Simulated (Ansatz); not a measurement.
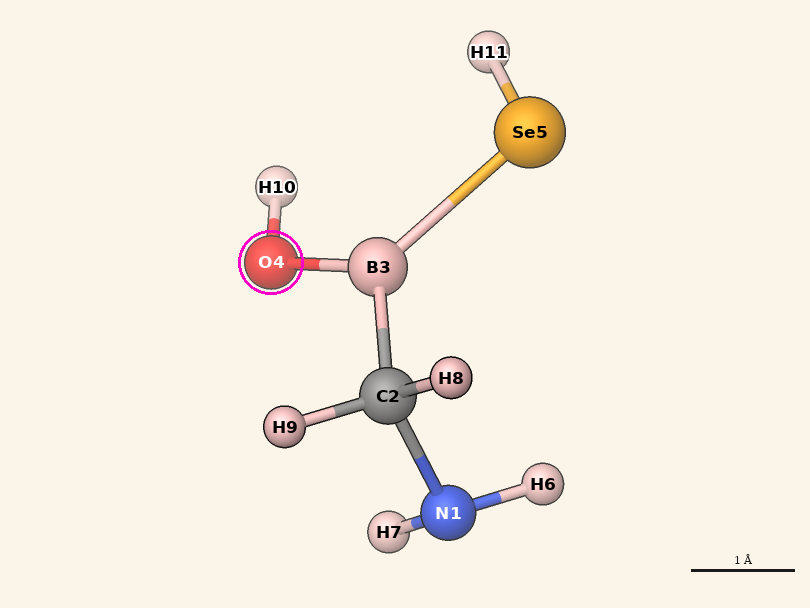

Orthographic view. Distant atoms are faded towards the background colour. The geometry was computed by an optimisation with PBE-D4/def2-SVP. No frequency run is at hand to confirm it as a minimum.

Name the neighbours of the circled atom.

Answer. The circled atom is O4; it is bonded to B3, H10.

What is the shortest path along bonds from the circled atom to H6?

Answer. O4–B3–C2–N1–H6, 4 bonds; through space the two are 3.49 Å apart.

Which atom is nearest the viewer?

Answer. H8, 1.9 Å in front of the mean position.

Of B3 and O4, which is nearer the viewer?

Answer. B3; the bond to O4 points away from the viewer, so it looks shorter than its 1.37 Å.
